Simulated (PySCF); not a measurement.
SMILES CC(=O)CCCCC at its GFN2-xTB optimised geometry (Å):

```
22

C      0.2592     0.3487    -2.5256
C     -0.2495    -0.3435    -1.2671
C      0.2531     0.3447     0.0000
C     -0.2525    -0.3479     1.2628
C      0.2547     0.3496     2.5323
C     -0.2381    -0.4036     3.7492
C     -1.5605     0.0735     4.2935
O      0.3722    -1.3243     4.2296
H     -0.1097    -0.1557    -3.4155
H      1.3466     0.3402    -2.5522
H     -0.0752     1.3836    -2.5542
H     -1.3421    -0.3435    -1.2694
H      0.0808    -1.3845    -1.2663
H      1.3452     0.3447     0.0000
H     -0.0781     1.3862     0.0000
H      0.0853    -1.3862     1.2708
H     -1.3452    -0.3532     1.2588
H      1.3459     0.3390     2.5271
H     -0.0976     1.3814     2.5515
H     -2.2781     0.2019     3.4872
H     -1.9454    -0.6293     5.0276
H     -1.4131     1.0405     4.7718
```

Level of theory: PBE0/def2-SVP run with PySCF. Cells within 0.4 Å of a nucleus heavier than hydrogen are left out (blank, or x).

Map of the LUMO amplitude (bohr^(-3/2)) on the plane z = 1.2 Å; orbital energy -0.08 eV, overall sign arbitrary:

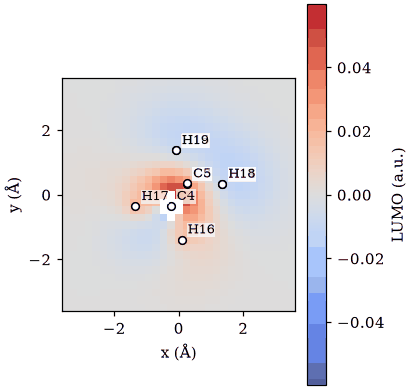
LUMO amplitude (bohr^(-3/2)) on the plane z = 1.2 Å.
